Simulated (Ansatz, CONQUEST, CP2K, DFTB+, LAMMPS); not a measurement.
# Running liquid K(F,Br) at 1200 K (94 atoms) with DFTB+, part 2 of 2

Wanted: DFTB+ inputs and outputs for liquid K(F,Br) at 1200 K (94 atoms), checked against a plane-wave reference.

Program: DFTB+ 25.1; the method stands at each step. Banners, paths, timers and routine set-up lines are dropped from the logs unmarked, and long logs keep their key lines alone; longer cuts are marked.

So far. Step 2 (IPEA1-xTB): Forces lie 127 % from the reference's, at 0.12 times its CPU time (on 1 against 4 cores); the SCF took 62 steps, which the time reflects.

### 3. DFTB 3ob-3-1

Method: third-order SCC-DFTB tight binding, 3ob-3-1 parameters, diagonalisation.

The folder slako/ holds the set 3ob-3-1.

dftb_in.hsd reads:

```
Geometry = GenFormat {
  <<< geo.gen
}
Driver = {}
Hamiltonian = DFTB {
  Scc = Yes
  SlaterKosterFiles = Type2FileNames {
    Prefix = "slako/"
    Separator = "-"
    Suffix = ".skf"
  }
  MaxAngularMomentum {
    K = "p"
    F = "p"
    Br = "d"
  }
  ThirdOrderFull = Yes
  HCorrection = Damping { Exponent = 4.0 }
  HubbardDerivs {
    K = -0.0339
    F = -0.1623
    Br = -0.0573
  }
  SccTolerance = 1e-06
  MaxSccIterations = 300
  Mixer = Broyden { MixingParameter = 0.2 }
  Filling = Fermi { Temperature [K] = 580 }
  KPointsAndWeights = { 0.0 0.0 0.0 1.0 }
}
Analysis {
  PrintForces = Yes
  MullikenAnalysis = Yes
}
ParserOptions { ParserVersion = 14 }
```

geo.gen reads:

```
94 F
K F Br
[... 98 atom lines left out: the same atoms as in the first run ...]
```

Run with:

```bash
> OMP_NUM_THREADS=1 dftb+ > output.txt
```

The log of the run:

```text
Reading input file 'dftb_in.hsd'
Parser version: 14
--------------------------------------------------------------------------------
Reading SK-files:
./slako/K-K.skf
./slako/K-F.skf
[... lines left out ...]
WARNING!
[... lines left out ...]
 iSCC Total electronic   Diff electronic      SCC error
[... lines left out ...]
   14   -0.17656894E+03   -0.65369932E-11    0.47033443E-06
Total Energy:                     -175.6592927879 H        -4779.9326 eV
Extrapolated to 0K:               -175.6592927879 H        -4779.9326 eV
Total Mermin free energy:         -175.6592927879 H        -4779.9326 eV
Force related energy:             -175.6592927879 H        -4779.9326 eV
Volume:                              0.258681E+05 au^3   0.383326E+04 A^3
Pressure:                            0.694147E-04 au     0.204225E+10 Pa
```

detailed.out:

```text
Fermi distribution function
Calculation with static geometry
********************************************************************************
 iSCC Total electronic   Diff electronic      SCC error
[... lines left out ...]
Fermi level:                        -0.0921112164 H           -2.5065 eV
[... lines left out ...]
Band free energy (E-TS):          -120.4320839303 H        -3277.1237 eV
[... lines left out ...]
Total energy:                     -175.6592927879 H        -4779.9326 eV
[... lines left out ...]
Total Mermin free energy:         -175.6592927879 H        -4779.9326 eV
[... lines left out ...]
SCC converged
Total Forces
[... lines left out ...]
      0.032367831223     -0.059272138369      0.006480050405
     -0.011032984011      0.006480050395     -0.058569244899
Maximal derivative component:        0.200290E+00 au
Volume:                              0.258681E+05 au^3
Pressure:                            0.694147E-04 au     0.204225E+10 Pa
Warning: dipole moment is not defined absolutely!
Dipole moment:   17.38563113   17.92430619  -10.76640613 au
Dipole moment:   44.18987012   45.55904566  -27.36547699 Debye
```

It took 2.4 s on 1 thread of Intel Xeon Platinum 8259CL at 2.50GHz (Skylake/Cascade Lake), shared host; peak memory 0.2 GiB.

Numbers from this run, and their distance from the reference:

```yaml
r_m_s_force_component: 1.258 eV/Å
r_m_s_difference_of_force_components: 1160 meV/Å
longest_difference_of_force_vectors: 11520 meV/Å
force_difference_over_r_m_s_force: 411.3 %
slope_of_forces_against_the_reference_s: 1.975
correlation_of_force_components: 0.4431
spacing_of_highest_filled_and_lowest_empty_level: 2.643 eV
gap_difference: -0.4321 eV
pressure: 2.042 GPa
pressure_difference: 2.504 GPa
```

Against the first run (127 %), the force difference from the reference is 411 %, at 0.10 times the CPU time (14 SCF steps against 62).

The difference per atom is largest on K (1.7 eV/Å on average, against 0.31 on F).

### 4. GFN2-xTB

Method: GFN2-xTB tight binding, diagonalisation.

dftb_in.hsd reads:

```
Geometry = GenFormat {
  <<< geo.gen
}
Driver = {}
Hamiltonian = xTB {
  Method = "GFN2-xTB"
  SccTolerance = 1e-06
  MaxSccIterations = 300
  Mixer = Broyden { MixingParameter = 0.2 }
  Filling = Fermi { Temperature [K] = 580 }
  KPointsAndWeights = { 0.0 0.0 0.0 1.0 }
}
Analysis {
  PrintForces = Yes
  MullikenAnalysis = Yes
}
ParserOptions { ParserVersion = 14 }
```

geo.gen is that of step 3.

Run with:

```bash
> OMP_NUM_THREADS=1 dftb+ > output.txt
```

The log of the run:

```text
Reading input file 'dftb_in.hsd'
Parser version: 14
--------------------------------------------------------------------------------
Processed input in HSD format written to 'dftb_pin.hsd'
Starting initialization...
--------------------------------------------------------------------------------
WARNING!
-> Dipole printed for extended system : value printed is not well defined
[... lines left out ...]
***  Geometry step: 0
 iSCC Total electronic   Diff electronic      SCC error
    1   -0.21656462E+03    0.00000000E+00    0.35466797E+01
    2   -0.21708770E+03   -0.21656462E+03    0.12559797E+01
    3   -0.21786528E+03   -0.52308013E+00    0.67977379E+00
[...]
>> Charges saved for restart in charges.bin
[...]
>> Charges saved for restart in charges.bin
[...]
>> Charges saved for restart in charges.bin
[...]
>> Charges saved for restart in charges.bin
[...]
299   -0.21918453E+03    0.36358311E-05    0.83419403E-01
>> Charges saved for restart in charges.bin
  300   -0.21918469E+03   -0.12214418E-04    0.87752676E-01
ERROR!
-> SCC is NOT converged, maximal SCC iterations exceeded
Note: The following floating-point exceptions are signalling: IEEE_INVALID_FLAG IEEE_DIVIDE_BY_ZERO IEEE_OVERFLOW_FLAG IEEE_UNDERFLOW_FLAG IEEE_DENORMAL
ERROR STOP
```

detailed.out:

```text
Fermi distribution function
Calculation with static geometry
********************************************************************************
 iSCC Total electronic   Diff electronic      SCC error
  301   -0.21918469E+03   -0.12214418E-04    0.87752676E-01
********************************************************************************
 Total charge:     0.00000000
 Atomic gross charges (e)
 Atom           Charge
    1       0.68890582
    2       0.72156034
    3       0.87867626
[...]
93      -0.63558228
   94      -0.61943631
Fermi level:                        -0.3077285665 H           -8.3737 eV
Band energy:                      -168.2645778985 H        -4578.7121 eV
TS:                                  0.0000002800 H            0.0000 eV
Band free energy (E-TS):          -168.2645781785 H        -4578.7121 eV
Extrapolated E(0K):               -168.2645780385 H        -4578.7121 eV
Input / Output electrons (q):    376.0000000000    376.0000000000
Energy H0:                        -223.1934979577 H        -6073.4041 eV
Energy SCC:                          4.0088097876 H          109.0853 eV
Total Electronic energy:          -219.1846881702 H        -5964.3188 eV
Repulsive energy:                    0.1995967994 H            5.4313 eV
Total energy:                     -219.2324513768 H        -5965.6185 eV
Extrapolated to 0:                -219.2324515168 H        -5965.6185 eV
Total Mermin free energy:         -219.2324516568 H        -5965.6185 eV
Force related energy:             -219.2324516568 H        -5965.6185 eV
```

The job ended after 66 s (1 thread; peak memory 0.28 GiB).

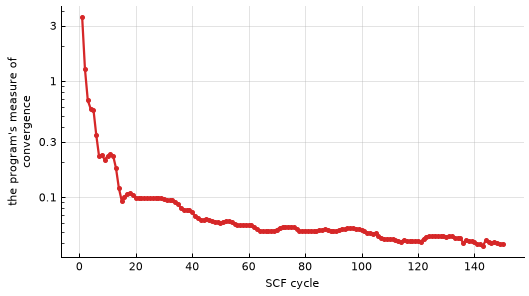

Convergence by cycle in this run.

The run stopped without converging, so its numbers are no property of the system.

### 5. The ladder

Differences are against the plane-wave reference, forces as r.m.s. over components; share is that over the reference's r.m.s. force, slope the least-squares factor from reference forces to these. Total energies of different programs have different zeros and aren't compared.

```csv
run,"Δ force, r.m.s. (meV/Å)",share (%),slope,Δ pressure (GPa),Δ gap (eV),cores,CPU time,memory (GiB)
reference,-,-,-,-,-,4,3 min,4.8
DFTB+ IPEA1-xTB,357,127,0.634,-2.72,-,1,21 s,0.3
DFTB+ DFTB 3ob-3-1,1160,411,1.975,2.50,-0.432,1,2.2 s,0.2
```

CPU time is summed over cores on a shared host, where runs went side by side, so it is rough. Symmetry, cutoffs, thresholds, outputs and thread counts weren't matched or tuned between programs; memory under MPI is the largest rank's times the ranks.

Mean charges by element (e), by run and scheme:

```
               run    scheme      K      F     Br
         reference    Löwdin  +0.80  -0.80  -0.69
   DFTB+ IPEA1-xTB  Mulliken  +0.23  -0.38  -0.15
DFTB+ DFTB 3ob-3-1  Mulliken  +0.52  -0.50  -0.53
```

The reference's Löwdin charges lack the electrons that the projection spills, 0.034 e an atom on average.

### 6. Outcome

```
nearest in forces : DFTB+ IPEA1-xTB, 127 %
its CPU time      : 21 s
```

In words: Tight binding differs by 127 % (DFTB+ IPEA1-xTB) to 411 % (DFTB+ DFTB 3ob-3-1); it is another model, with fitted parameters of its own, and the xTB methods hold dispersion. IPEA1-xTB was fitted to ionisation energies and electron affinities, not to forces or charges. Of the electronic-structure runs that take under half the reference's CPU time, DFTB+ IPEA1-xTB comes nearest, at 127 % in 21 s against 3 min, too far off to be of use; its pressure misses by -2.7 GPa. Charges hang on model, scheme and program or settings: among these rows the mean for K runs from +0.23 to +0.80 e. Periodic xTB results under one method name differ between programs and library versions (DFTB+ here holds tblite 0.3). The frame stands for 1200 K, but pressures are static and levels are smeared at 580 K. The network of bonds at the start is that of the classical potential that made the cell, and needn't be the one that DFT or experiment would give. The ion parameters were fitted for water, not for melts, so the starting structure of this cell may lie well off the real melt's. The electronic-structure runs sample only Γ, in a cell whose shortest periodic width is 16 Å.

[Also dropped from logs without a mark: logging warnings of Python, and SIESTA's first energy breakdown and zero terms.]

[Logs are printed without paths, hosts, clocks, repeated set-up lines and the standing remarks that a program may print on its own settings, such as how far it seeks lower states.]

[Hosts, paths, dates, database ids (printed as entryN), source tags and the programs' standing remarks are cut or masked in the printed files.]
